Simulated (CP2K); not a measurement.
# C3H9BO (SMILES CC(C)BO) at PM6

Aim: the vertical electron affinity of C3H9BO at PM6, from 2 runs. 

Program for the calculation: CP2K 2026.2.

2 further runs of the same task are left out: 2 set aside as unsound or not needed.

### Step 1. The molecule

The species is C3H9BO (14 atoms), meant as a singlet with charge 0. SMILES: `CC(C)BO`. The shape is that of a PBE0-D4/def2-TZVP optimisation. This is one conformer, not always the lowest.

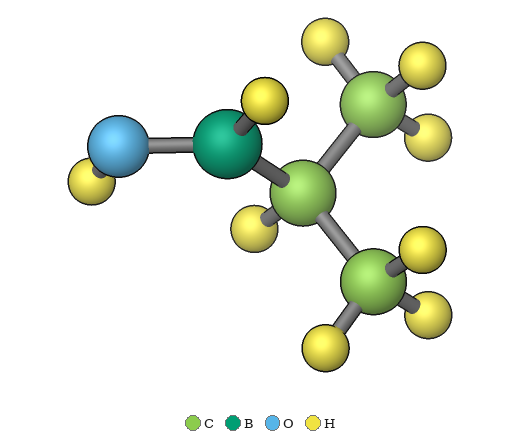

Viewed from a chosen angle; carbon green, boron teal, oxygen blue, hydrogen yellow.

### Step 2. The energy at PM6

run.inp

```
&GLOBAL
  PROJECT_NAME run
  RUN_TYPE ENERGY
  PRINT_LEVEL MEDIUM
&END GLOBAL

&FORCE_EVAL
  METHOD QS
  &DFT
    &QS
      METHOD PM6
      EPS_DEFAULT 1.0E-10
      &SE
        &COULOMB
          CUTOFF [angstrom] 50
          RC_RANGE [angstrom] 0
        &END COULOMB
        &EXCHANGE
          CUTOFF [angstrom] 50
          RC_RANGE [angstrom] 0
        &END EXCHANGE
      &END SE
    &END QS
    # cluster boundary conditions
    &POISSON
      PERIODIC NONE
      POISSON_SOLVER ANALYTIC
    &END POISSON
    # SCF settings
    &SCF
      SCF_GUESS ATOMIC
      EPS_SCF 1.0E-06
      MAX_SCF 50
      &OT
        MINIMIZER DIIS
        PRECONDITIONER FULL_ALL
      &END OT
      &OUTER_SCF
        EPS_SCF 1.0E-06
        MAX_SCF 8
      &END OUTER_SCF
    &END SCF
    &PRINT
      &MOMENTS
        PERIODIC F
        REFERENCE COM
        MAX_MOMENT 1
      &END MOMENTS
      &MO_CUBES
        NLUMO 3
        NHOMO -1
        WRITE_CUBE F
      &END MO_CUBES
      &HIRSHFELD OFF
      &END HIRSHFELD
    &END PRINT
  &END DFT
  &SUBSYS
    # vacuum box
    &CELL
      ABC 13.8 13.1 14.3
      PERIODIC NONE
    &END CELL
    &COORD
      UNIT bohr
      C     -2.6144361     1.0693960     0.3218204
      C      0.2180744     0.4896280     0.2666404
      C      0.8760770    -1.5081904     2.2510418
      B      1.0059012    -0.4671403    -2.4368018
      O      2.7057099     0.7199857    -3.9351657
      H     -3.1310872     2.5571774    -1.0153498
      H     -3.2064873     1.6843129     2.2054994
      H     -3.7170913    -0.6115154    -0.1598708
      H      1.2472192     2.2346011     0.7354814
      H      0.2895060    -0.8974309     4.1379333
      H      2.9037532    -1.8989858     2.3200168
      H     -0.0886282    -3.2909580     1.8455065
      H      0.0937304    -2.3570554    -3.3090994
      H      3.3926253     2.2209951    -3.1734171
    &END COORD
    &TOPOLOGY
      &CENTER_COORDINATES
      &END CENTER_COORDINATES
    &END TOPOLOGY
  &END SUBSYS
&END FORCE_EVAL
```

On the command line:

```sh
OMP_NUM_THREADS=1 cp2k.psmp run.inp > run.out
```

Standard output:

```text
CP2K| version string:                                       CP2K version 2026.2
[...]
 GLOBAL| Method name                                                        CP2K
[...]
 GLOBAL| Run type                                                         ENERGY
[...]
                             - Atoms:                                         14
[...]
                             - Spherical basis functions:                     29
[...]
 Number of electrons:                                                         30
[...]
     1 OT DIIS     0.15E+00    0.0     0.34928352       -24.7574199775 -2.48E+01
[...]
     3 OT DIIS     0.15E+00    0.0     0.00000024       -30.8142027666 -1.29E-10
  *** SCF run converged in     3 steps ***
  Core-core repulsion energy [eV]:                           2260.26659174904808
  Core Hamiltonian energy [eV]:                             -1350.35744100609827
  Two-electron integral energy [eV]:                        -3496.81250091834363
  Electronic energy [eV]:                                   -3098.76369146527031
  Total energy [eV]:                                         -838.49709971622235
  Atomic reference energy [eV]:                               834.52417593848952
  Heat of formation [kcal/mol]:                               -91.61780606775869
[...]
 SE_DIPOLE| Moment [Debye]          0.03024731      -0.97839525      -1.36413317
 SE_DIPOLE| Derivative [a.u.]       0.00000000       0.00000000       0.00000000
 *** WARNING in qs_scf_post_se.F:140 :: Printing of MO cube files not ***
 *** implemented for Semi-Empirical method.                           ***
 ENERGY| Total FORCE_EVAL ( QS ) energy [hartree]            -30.814202766618770
[...]
```

Wall time 0.7 s (1 thread of Arm Neoverse V1, shared host).

### Step 3. The doublet anion at the same level

molecule.inp

```
&GLOBAL
 PROJECT molecule
 RUN_TYPE ENERGY
 PRINT_LEVEL MEDIUM
&END GLOBAL

&FORCE_EVAL
 METHOD Quickstep
 &DFT
  CHARGE -1
  MULTIPLICITY 2
  UKS T
  &QS
   METHOD PM6
   EPS_DEFAULT 1.0E-10
   &SE
    &COULOMB
     CUTOFF [angstrom] 50
     RC_RANGE [angstrom] 0
    &END COULOMB
    &EXCHANGE
     CUTOFF [angstrom] 50
     RC_RANGE [angstrom] 0
    &END EXCHANGE
   &END SE
  &END QS
  &POISSON
   PERIODIC NONE
   POISSON_SOLVER ANALYTIC
  &END POISSON
  &SCF
   SCF_GUESS ATOMIC
   EPS_SCF 1.0E-06
   MAX_SCF 150
   ADDED_MOS 2
   &DIAGONALIZATION
    ALGORITHM STANDARD
   &END DIAGONALIZATION
   &MIXING
    METHOD DIRECT_P_MIXING
    ALPHA 0.4
   &END MIXING
  &END SCF
  &PRINT
   &MOMENTS
    PERIODIC F
    REFERENCE COM
    MAX_MOMENT 1
   &END MOMENTS
   &MO ON
    ENERGIES T
    OCCUPATION_NUMBERS T
    NDIGITS 6
    &EACH
     QS_SCF 0
    &END EACH
    ADD_LAST NUMERIC
   &END MO
   &HIRSHFELD OFF
   &END HIRSHFELD
  &END PRINT
 &END DFT
 &SUBSYS
  &CELL
   ABC 13.8 13.1 14.3
   PERIODIC NONE
  &END CELL
  &COORD
   UNIT bohr
   C     -2.6144361     1.0693960     0.3218204
   C      0.2180744     0.4896280     0.2666404
   C      0.8760770    -1.5081904     2.2510418
   B      1.0059012    -0.4671403    -2.4368018
   O      2.7057099     0.7199857    -3.9351657
   H     -3.1310872     2.5571774    -1.0153498
   H     -3.2064873     1.6843129     2.2054994
   H     -3.7170913    -0.6115154    -0.1598708
   H      1.2472192     2.2346011     0.7354814
   H      0.2895060    -0.8974309     4.1379333
   H      2.9037532    -1.8989858     2.3200168
   H     -0.0886282    -3.2909580     1.8455065
   H      0.0937304    -2.3570554    -3.3090994
   H      3.3926253     2.2209951    -3.1734171
  &END COORD
  &TOPOLOGY
   &CENTER_COORDINATES
   &END CENTER_COORDINATES
  &END TOPOLOGY
 &END SUBSYS
&END FORCE_EVAL
```

On the command line:

```sh
OMP_NUM_THREADS=1 cp2k.psmp -i molecule.inp > molecule.out 2>&1
```

Standard output:

```text
CP2K| version string:                                       CP2K version 2026.2
[...]
 GLOBAL| Method name                                                        CP2K
[...]
 GLOBAL| Run type                                                         ENERGY
[...]
                             - Atoms:                                         14
[...]
                             - Spherical basis functions:                     29
[...]
 Number of electrons:                                                         16
[...]
     1 P_Mix/Diag. 0.40E+00    0.0     0.56920428       -22.4311255305 -2.24E+01
[...]
    56 DIIS/Diag.  0.33E-06    0.0     0.00000070       -30.7416835162 -5.85E-12
  *** SCF run converged in    56 steps ***
  Core-core repulsion energy [eV]:                           2260.26659174904808
  Core Hamiltonian energy [eV]:                             -1366.09022054197044
  Two-electron integral energy [eV]:                        -3461.40024352852060
  Electronic energy [eV]:                                   -3096.79034230623074
  Total energy [eV]:                                         -836.52375055718278
  Atomic reference energy [eV]:                               834.52417593848952
  Heat of formation [kcal/mol]:                               -46.11128979121533
[...]
 SE_DIPOLE| Moment [Debye]          1.60815270      -1.13136196      -4.42764670
 SE_DIPOLE| Derivative [a.u.]       0.00000000       0.00000000       0.00000000
 ENERGY| Total FORCE_EVAL ( QS ) energy [hartree]            -30.741683516240251
[...]
```

Wall time 0.4 s (1 thread of Arm Neoverse V1, shared host).

### Step 4. What came out

At PM6:

```
                                         quantity           value
                     singlet C3H9BO: total energy    -30.81420 Eh
                    singlet C3H9BO: dipole moment          1.68 D
                singlet C3H9BO: heat of formation  -91.6 kcal/mol
                      doublet anion: total energy    -30.74168 Eh
doublet anion: HOMO energy (highest over α and β)         1.63 eV
 doublet anion: LUMO energy (lowest over α and β)         6.92 eV
                 doublet anion: heat of formation  -46.1 kcal/mol
vertical electron affinity (to the doublet anion)       -1.973 eV
```

In words: The anion lies 1.97 eV (46 kcal/mol) above the neutral: the electron isn't bound at this level. The HOMO (doublet anion) lies at positive energy, 1.63 eV: the electron is unbound at this level or held by a compact basis; values depend on the basis.
